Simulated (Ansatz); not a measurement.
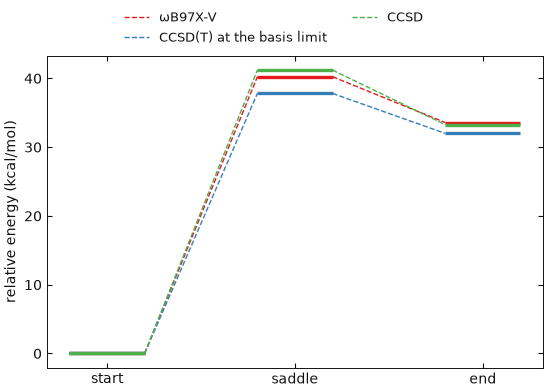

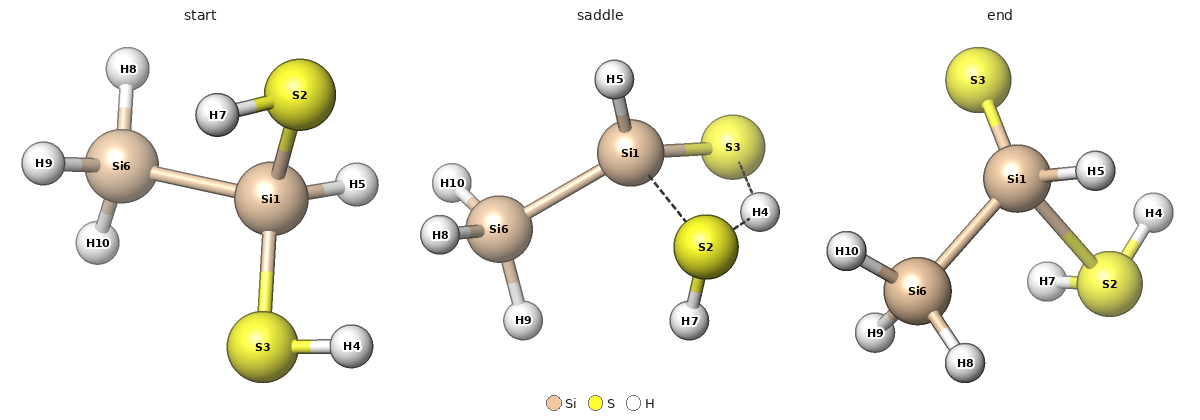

One elementary step of Si₂H₆S₂: start, first-order saddle point (changing pairs dashed) and end. Electronic energies at PBE0-D4/def2-TZVP geometries, energies in def2-TZVPP, the Ansatz code 0.2.0; cores frozen in correlated methods, no zero-point terms. Start and end are the structures at the ends of the path (complexes, where there are several molecules). The limit is the MP2 basis limit plus CCSD(T) less MP2 in triple zeta. Lines between the levels only guide the eye.

Question: Which bonds change in the step?

Answer: S2–H4 (3.51 → 1.46 → 1.35 Å) forms; S3–H4 (1.34 → 2.04 → 3.35 Å) breaks; Si1–S2 (2.14 → 2.37 → 2.53 Å) lengthens (lengths at start, saddle and end; changes of bond order aren't listed). The imaginary mode at the saddle is 570.1i cm⁻¹ (PBE0-D4).

Question: Give the barriers and step energies (kcal/mol).

Answer:
| level | barrier | reverse barrier | step energy |
| --- | --- | --- | --- |
| ωB97X-V | 40.2 | 6.7 | 33.6 |
| CCSD(T) at the basis limit | 37.8 | 5.8 | 32.0 |
| CCSD | 41.2 | 7.9 | 33.3 |
